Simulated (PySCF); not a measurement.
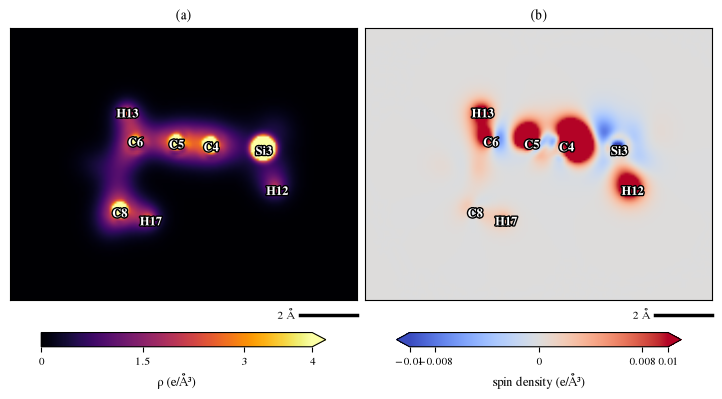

*C6H11NSi (SMILES C=N[SiH2][C+]=[C]CCC) (charge +1, doublet). (a) total electron density; (b) spin density on the plane of atoms C4, Si3 and H12.*

Geometry: GFN2-xTB.

The calculation used PySCF 2.14.0, density-fitted response routines, UKS B3LYP, pcH-1 on C H N Si, non-relativistic, mean-field spin-orbit, GIAO.

```xyz
19

C    -3.8299    0.7048    0.6375
N    -3.3689   -0.4311    0.6336
Si   -2.3005   -1.7159    0.1213
C    -0.7755   -0.7754   -0.3372
C     0.2307   -0.1849   -0.6681
C     1.4572    0.4436   -1.0668
C     2.1872    1.0218    0.1568
C     2.8372   -0.0469    1.0144
H    -3.4522    1.5277    0.0238
H    -4.6749    0.9576    1.2820
H    -2.9961   -2.3176   -1.0040
H    -2.0918   -2.4726    1.3492
H     1.2187    1.2289   -1.7910
H     2.0992   -0.2879   -1.5659
H     1.4951    1.6186    0.7540
H     2.9650    1.6912   -0.2248
H     2.0843   -0.7320    1.4048
H     3.3470    0.4037    1.8625
H     3.5586   -0.6245    0.4407
```

> What do the fields say about this system?

The plane passes through Si, C and H nuclei. C–C (1.21 Å): the density is about 2.6 e/Å³ at the midpoint. C–Si (1.85 Å): the density is about 0.84 e/Å³ at the midpoint. C–H (1.09 Å): ρ is about 1.9 e/Å³ halfway. Si–H (1.46 Å): the density is about 0.95 e/Å³ at the midpoint. The unpaired spin (1 electron) lies mostly on N2 (about 0.6), C4 (about 0.1) and C5 (about 0.1), in electrons by Hirshfeld's partition.
